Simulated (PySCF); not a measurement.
Consider CHS2Si (SMILES C1=S=[Si]=[S+]1) (charge +1).

The calculation's input:

```
import pyscf.grad
from pyscf import gto, dft

system = gto.Mole()
system.atom = '''
C     -2.573651     0.869642     0.081973
S     -1.657018     2.187522    -0.465638
S     -2.207639    -0.697820    -0.451787
Si    -0.559285     0.478007    -1.622428
H     -3.407684     1.032196     0.783981
'''
system.max_memory = 3720
system.charge = 1
system.basis = 'def2-tzvpd'
system.verbose = 3
system.build()

mf = dft.RKS(system)
mf.xc = 'pbe0'
mf = mf.density_fit(auxbasis='def2-universal-jkfit')
mf.conv_tol = 1e-09
mf.max_cycle = 100
mf.grids.level = 3
mf.kernel()
if not mf.converged:
    mf = mf.newton().run(mf.mo_coeff, mf.mo_occ)

etot = mf.e_tot
print('Final energy', etot)
grad = mf.Gradients().kernel()
dip = mf.dip_moment()
pop, q = mf.mulliken_pop()
```

Run with:

```sh
OMP_NUM_THREADS=2 python calc.py
```

Geometry: B3LYP-D3(BJ)/def2-SVP.

Method: PySCF, Gaussian-basis quantum chemistry of an isolated molecule with PySCF, energy and nuclear gradient, functional PBE0.

Predict the electron density and electron localisation function between the atoms.

C–S (1.70 Å): ρ is about 1.5 e/Å³ halfway; the ELF peaks at about 0.90 between the atoms: a covalent bond.
Si–S (2.34 Å): ρ is about 0.62 e/Å³ halfway, with its minimum of 0.53 e/Å³ about 0.8 Å from Si; the ELF peaks at about 0.90 between the atoms (localised, covalent bonding).
C–H (1.10 Å): ρ is about 2.1 e/Å³ halfway; the ELF climbs to about 1 towards the hydrogen, as it does in any bond to H (an ordinary covalent bond to hydrogen).

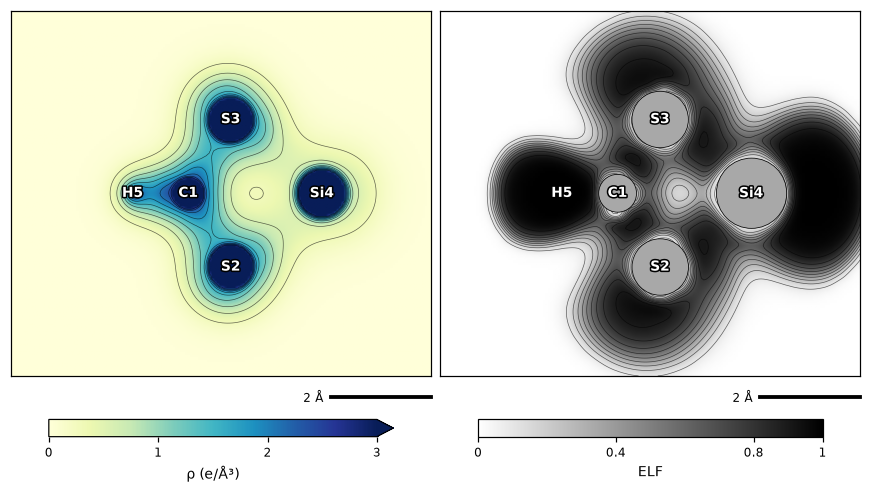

Computed electron density and electron localisation function on the molecular plane, in this order. Grey discs cover the atomic cores in the ELF map. 
